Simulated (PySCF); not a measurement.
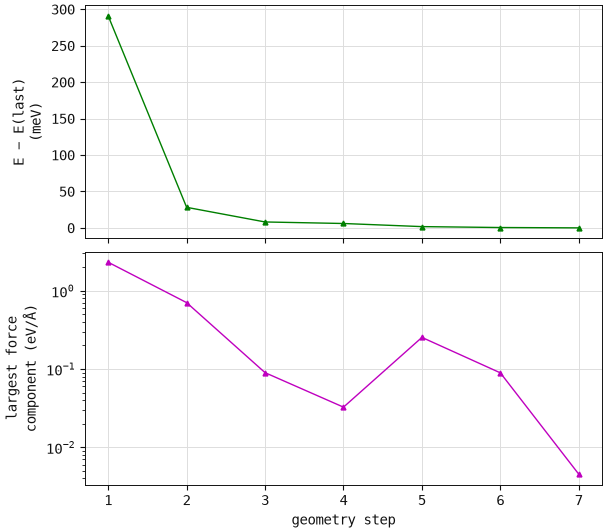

History of a geometry optimisation. The start has point group Cs, which is kept. A held symmetry can leave a saddle point.

- system: ISF3 molecule
- method: RKS-based PBE0, I def2-SVP with ECP28, S def2-SVP, F def2-SVP; non-relativistic Hamiltonian with scalar-relativistic core potentials; density fitting (PySCF)

How did the optimisation end?

The optimisation met its thresholds at geometry 7, counting the start as the first. The energy fell by about 290 meV from the first step to the last. The largest force component goes from about 2.3 eV/Å at the start to 5 × 10⁻³ eV/Å at the end.
